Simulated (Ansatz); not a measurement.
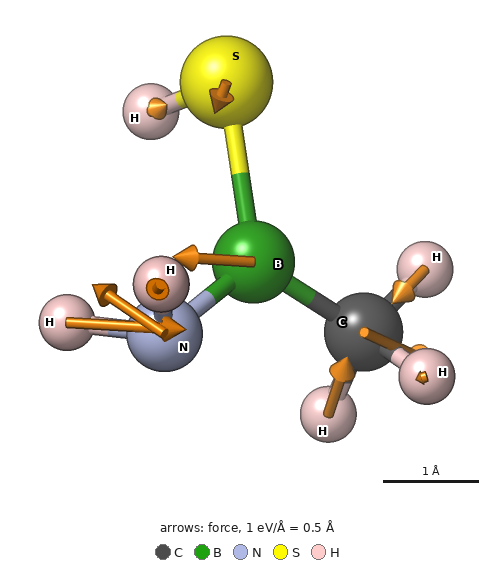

Starting geometry of CH$_{6}$BNS with the computed forces as orange arrows. The picture is a ball-and-stick view, seen from a free direction.

The run prepares an end point of a later path (torsion) calculation, from a guessed geometry.

These are results of Ansatz, RKS PBE0-D4/6-31G*, not measurements. (no spin polarisation; force threshold 0.015 eV/Å; at most 40 steps)

> Is this structure relaxed? If not, where do the atoms go?

It isn't relaxed: the largest force vector, on the C atom, is 2.87 eV/Å. The final displacements follow the starting forces only in part (cosine between the two patterns 0.38). After 22 accepted moves (23 points after the start) the energy has fallen by 1.873 eV. The largest force component goes from 2.3 to 0.0017 eV/Å. The line search rejected the trial step at point 15 of the run. The largest move after the best rigid fit is that of an H atom, 1.70 Å. By element the largest moves are H 1.70 Å, C 0.25 Å, N 0.25 Å, S 0.25 Å, B 0.25 Å. Among the contacts that change: B–N 1.509 → 1.399 Å, B–S 1.946 → 1.840 Å, H–N 1.106 → 1.008 Å, C–H 1.164 → 1.096 Å. Bond angles that change, for instance: B–N–H 106.9° → 124.5°, B–N–H 107.8° → 121.8°, H–N–H 103.0° → 113.7°. Groups turn about B–S by about 90°, B–C by about 60°.
